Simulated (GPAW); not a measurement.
# Property calculation, with input and output: BH3Br (charge −1)

BH3Br, charge −1, computed with PBE/plane waves, scalar-relativistic datasets (GPAW 26.7.0).

Some settings of this run were made unusual or wrong on purpose. The geometry comes from this level: GFN2-xTB.

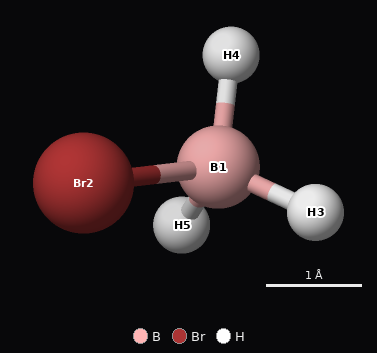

The input geometry (ball-and-stick view, seen at a tilt; atoms are numbered from 1 in the order of the input).

### The input (sp.py)
```python
from ase.io.zmatrix import parse_zmatrix
from gpaw import GPAW, PW

molecule = parse_zmatrix("""
B
Br 1 2.028121
H 1 1.211396 2 107.5249
H 1 1.211551 3 111.23009 2 117.61159
H 1 1.21122 3 111.12945 4 124.59485
""")
molecule.center(vacuum=5.5)

calc = GPAW(mode=PW(450),
            xc='PBE',
            charge=-1,
            occupations={'name': 'fermi-dirac', 'width': 1.0},
            maxiter=89,
            txt='-')
molecule.calc = calc

energy = molecule.get_potential_energy()
print(f'Energy: {energy:.5f} eV')
forces = molecule.get_forces()
print('Forces (eV/Ang)')
for symbol, f in zip(molecule.symbols, forces):
    print(f'{symbol:2} {f[0]:9.4f} {f[1]:9.4f} {f[2]:9.4f}')
homo, lumo = calc.get_homo_lumo()
print(f'HOMO                    {homo:.3f} eV')
print(f'LUMO                    {lumo:.3f} eV')
print(f'Gap: {lumo - homo:.3f} eV')
```

Machine: 1 thread of Arm Neoverse V1, 112 GiB of memory available, shared host.

Launched with:
```bash
python sp.py > sp.log
```

### Output
```
__  _  _
 | _ |_)|_||  |
 |__||  | ||/\| - 26.7.0

units:  Angstrom and eV
cores:  1
OpenMP: False

Versions:
  Python: 3.12.14
  ASE:    3.29.0
  Numpy:  2.5.5
  Scipy:  1.18.1
  Libxc:  7.0.0

        _gpaw.cpython-312-aarch64-linux-gnu.so

Input parameters:
  mode=PW(ecut=450.00000000000006),
  charge=-1,
  maxiter=89,
  occupations=Occupations(name='fermi-dirac', width=1.0),
  xc=XC(name='PBE')

Diagonalizing LCAO Hamiltonian
Converting LCAO to pw mode
         .--------------------------------.
        /|                                |
       / |                                |
      /  |                                |
     /   |                                |
    /    |                                |
   /     |                                |
  /      |                                |
 *       |                                |
 |       |                                |
 |       |                                |
 |       |        HH                      |
 |       |         B    Br                |
 |       |                                |
 |       |        H                       |
 |       |                                |
 |       .--------------------------------.
 |      /                                /
 |     /                                /
 |    /                                /
 |   /                                /
 |  /                                /
 | /                                /
 |/                                /
 *--------------------------------*

Atoms  # Å, Bohr magnetons
|   | symbol |        x |        y |        z |    initial magnetic moments |
|---|--------|----------|----------|----------|-----------------------------|
| 0 |      B | 5.870881 | 6.075968 | 6.499448 | ( 0.0000,  0.0000,  0.0000) |
| 1 |     Br | 7.899002 | 6.075968 | 6.499448 | ( 0.0000,  0.0000,  0.0000) |
| 2 |      H | 5.506105 | 7.231139 | 6.499448 | ( 0.0000,  0.0000,  0.0000) |
| 3 |      H | 5.503866 | 5.500000 | 7.500156 | ( 0.0000,  0.0000,  0.0000) |
| 4 |      H | 5.500000 | 5.500985 | 5.500000 | ( 0.0000,  0.0000,  0.0000) |

Unit cell  # Å
| periodic |         x |         y |         z |   lengths |    angles |
|----------|-----------|-----------|-----------|-----------|-----------|
|       no | 13.399002 |  0.000000 |  0.000000 | 13.399002 | 90.000000 |
|       no |  0.000000 | 12.731139 |  0.000000 | 12.731139 | 90.000000 |
|       no |  0.000000 |  0.000000 | 13.000156 | 13.000156 | 90.000000 |

Number of symmetries: 1
Symmetry operations  # r_c * U_cc + t_c -> r_c
|   | kind |            matrix            |
|---|------|------------------------------|
| 0 |  E   |  1, 0, 0,  0, 1, 0,  0, 0, 1 |

BZ-sampling:
  Number of BZ points: 1
  Number of IBZ points: 1

  Monkhorst-Pack size: [1, 1, 1]
  Monkhorst-Pack shift: [0, 0, 0]

K-points  # in reciprocal-cell coordinates
|   |                                coordinates |     weight |
|---|--------------------------------------------|------------|
| 0 | (  0.00000000,   0.00000000,   0.00000000) | 1.00000000 |

Plane wave coefficients: 24004
Cutoff: 450.00000000000006 eV

Spin-components: 1 (collinear spins)
Bands:           11
Projectors:      19
Spin-degeneracy: 2
Datatype:        float64

  Storage: CPU
  Wave functions: 4_224_704 bytes (4_224_704 per core)
  Projectors: 10_369_728 bytes (10_369_728 per core)

Parallelization:
  kpt:    1
  domain: 1
  band:   1

Density:
  Valence electrons: 13.0
  Components: 1
  Grid points: [70 63 64]
  Charge: -1.0  # |e|

Potential:
  Grid points: [70 63 64]

species:
  B:
    name:    Boron
    Z:       5.0
    valence: 3
    core:    2
    charge:  0.0  # [|e|]
    file:    B.PBE.gz
    compensation charges:
      type: gauss
      rc: 0.20  # [Å]
      lmax: 2
    cutoffs:
      filter: 1.14  # [Å]
      core: 1.38  # [Å]
    projectors
    | kind |    occ | energy [eV] | rcut [Å] |
    |------|--------|-------------|----------|
    |   2s |  2.000 |      -9.443 |    0.635 |
    |   2p |  1.000 |      -3.606 |    0.635 |
    |    s |        |      17.768 |    0.635 |
    |    p |        |      23.605 |    0.635 |
    |    d |        |       0.000 |    0.635 |

    Using partial waves for B as LCAO basis

  Br:
    name:    Bromine
    Z:       35.0
    valence: 7
    core:    28
    charge:  0.0  # [|e|]
    file:    Br.PBE.gz
    compensation charges:
      type: gauss
      rc: 0.35  # [Å]
      lmax: 2
    cutoffs:
      filter: 1.98  # [Å]
      core: 2.38  # [Å]
    projectors
    | kind |    occ | energy [eV] | rcut [Å] |
    |------|--------|-------------|----------|
    |   4s |  2.000 |     -20.121 |    1.111 |
    |   4p |  5.000 |      -7.861 |    1.111 |
    |    s |        |       7.091 |    1.111 |
    |    p |        |      19.351 |    1.111 |
    |    d |        |       0.000 |    1.111 |

    Using partial waves for Br as LCAO basis

  H:
    name:    Hydrogen
    Z:       1.0
    valence: 1
    core:    0
    charge:  0.0  # [|e|]
    file:    H.PBE.gz
    compensation charges:
      type: gauss
      rc: 0.15  # [Å]
      lmax: 2
    cutoffs:
      filter: 0.85  # [Å]
      core: 0.53  # [Å]
    projectors
    | kind |    occ | energy [eV] | rcut [Å] |
    |------|--------|-------------|----------|
    |   1s |  1.000 |      -6.494 |    0.476 |
    |    s |        |      20.717 |    0.476 |
    |    p |        |       0.000 |    0.476 |

    Using partial waves for H as LCAO basis

Reference energy: -71609.207783  # eV

eigensolver:
  PPCG
  Converge bands: occupied
  niter=2

density mixing:
  MSR1-Mixer
  Pratt-step length: 0.05
  Maximum mixing coefficient: 0.75
  Old densities: 10
  SVD Regularization: 0.005
  Good broyden scale: 1.0
  Trust region scale: 1.0
  Backstep threshold: 4.0
  History deletion threshold: 6.0
  Fourier metric: weight=20.0, sigma=0.015

occupation numbers:
  Fermi-Dirac:
    width: 1.0000  # eV

poisson solver:
  ecut: 3600.0000000000005  # eV
  # using Gaussian-shaped compensation charge: e^(-alpha r^2)
  alpha: 0.07956342313991777   # bohr^-2
xc functional:
  name: PBE with 2 nearest neighbor stencil

Initialization done in: 1.551 s

convergence criteria:
- Maximum [total energy] change in last 3 cyles: 0.0005 eV / valence electron
- Maximum integral of absolute [dens]ity change: 0.0001 electrons / valence electron
- Maximum integral of absolute [eigenst]ate change: 4e-08 eV^2 / valence electron
maximum number of iterations: 89

SCF iterations
|iter     |     time |      energy | eigst |  dens |
|---------|----------|-------------|-------|-------|
|iter:   1| 00:00:02 |  -20.851661 | +0.15 |       |
|iter:   2| 00:00:03 |  -20.583733 | -0.90 | -0.82 |
|iter:   3| 00:00:04 |  -24.399454 | -0.38 | -0.77 |
|iter:   4| 00:00:06 |  -20.558451 | -0.84 | -0.64 |
|iter:   5| 00:00:07 |  -20.503537 | -1.77 | -1.05 |
|iter:   6| 00:00:08 |  -20.676299 | -2.36 | -1.28 |
|iter:   7| 00:00:09 |  -20.647293 | -3.33 | -1.58 |
|iter:   8| 00:00:11 |  -20.663241 | -3.83 | -1.90 |
|iter:   9| 00:00:12 |  -20.640660 | -4.10 | -2.30 |
|iter:  10| 00:00:13 |  -20.648793 | -4.40 | -2.26 |
|iter:  11| 00:00:15 |  -20.642880 | -3.93 | -2.30 |
|iter:  12| 00:00:16 |  -20.650900 | -4.11 | -2.26 |
|iter:  13| 00:00:17 |  -20.651001 | -4.63 | -2.42 |
|iter:  14| 00:00:18 |  -20.652567c| -5.08 | -2.68 |
|iter:  15| 00:00:20 |  -20.652169c| -5.70 | -2.36 |
|iter:  16| 00:00:21 |  -20.652918c| -6.03 | -2.34 |
|iter:  17| 00:00:22 |  -20.652784c| -5.92 | -2.33 |
|iter:  18| 00:00:24 |  -20.653076c| -5.48 | -2.45 |
|iter:  19| 00:00:25 |  -20.654272c| -4.64 | -2.68 |
|iter:  20| 00:00:26 |  -20.653679c| -4.63 | -3.00 |
|iter:  21| 00:00:28 |  -20.653388c| -5.69 | -2.86 |
|iter:  22| 00:00:29 |  -20.653729c| -5.31 | -3.12 |
|iter:  23| 00:00:30 |  -20.653484c| -5.97 | -3.32 |
|iter:  24| 00:00:32 |  -20.653543c| -6.25 | -3.45 |
|iter:  25| 00:00:33 |  -20.653364c| -5.88 | -3.55 |
|iter:  26| 00:00:34 |  -20.653489c| -6.46 | -3.82 |
|iter:  27| 00:00:36 |  -20.653453c| -7.22 | -4.03c|
|iter:  28| 00:00:37 |  -20.653473c| -6.72 | -4.25c|
|iter:  29| 00:00:38 |  -20.653453c| -7.61c| -4.41c|

Converged in 29 steps
SCF loop duration: 36.665 s (1.264 s/step)
Energy contributions relative to reference atoms: (reference = -71609.207783)

Energy contributions:
  Kinetic:          21.983051
  Coulomb:         -21.036084
  Zero:             -0.029134
  External:          0.000000
  Xc:              -19.510981
  Entropy:          -4.120611
  Spinorbit:         0.000000
  ----------------------------
  Free energy:     -22.713758
  Extrapolated:    -20.653453

dipole moment: (-6.632584, -6.294795, -6.496598)  # |e|*Ang

Fermi level: -0.766
Eigenvalues  # (at kpt = [0.000, 0.000, 0.000])
| band index |      eig [eV] | occ [0-2] |
|------------|---------------|-----------|
|          0 |       -16.194 |     2.000 |
|          1 |        -8.607 |     1.999 |
|          2 |        -4.667 |     1.960 |
|          3 |        -4.664 |     1.960 |
|          4 |        -4.581 |     1.957 |
|          5 |        -2.787 |     1.766 |
|          6 |        -2.783 |     1.765 |
|          7 |         1.202 |     0.245 |
|          8 |         1.989 |     0.120 |
|          9 |         2.025 |     0.116 |
|         10 |         2.059 |     0.112 |

Gap: 3.985 eV
Transition (v -> c):
  (s=0, k=0, n=6, [0.00, 0.00, 0.00]) -> (s=0, k=0, n=7, [0.00, 0.00, 0.00])
No difference between direct/indirect transitions
vacuum-level: 2.327  # V
Energy: -20.65345 eV

Forces  # eV/Ang
|        x |        y |        z |
|----------|----------|----------|
| -0.49597 |  0.00769 |  0.00695 |  # B    0
|  0.50158 | -0.00547 | -0.00274 |  # Br   1
| -0.00628 |  0.29375 |  0.00211 |  # H    2
| -0.00295 | -0.14659 |  0.25041 |  # H    3
|  0.00188 | -0.15269 | -0.25646 |  # H    4

Force computation time: 0.931  # s
Forces (eV/Ang)
B    -0.4960    0.0077    0.0069
Br    0.5016   -0.0055   -0.0027
H    -0.0063    0.2937    0.0021
H    -0.0029   -0.1466    0.2504
H     0.0019   -0.1527   -0.2565
HOMO                    -2.783 eV
LUMO                    1.202 eV
Gap: 3.985 eV
```

### What the run reported

```tsv
quantity	value
outcome	converged
energy relative to the program's reference atoms	−20.6535 eV
largest force	0.502 eV/Å
wall time	40 s
peak memory	0.63 GiB
```

### Diagnosis

Some settings of this run were drawn to be unusual or wrong (smear set to fermi-dirac; width set to 1.0). It converged; results that depend on the unusual settings are not reference values.
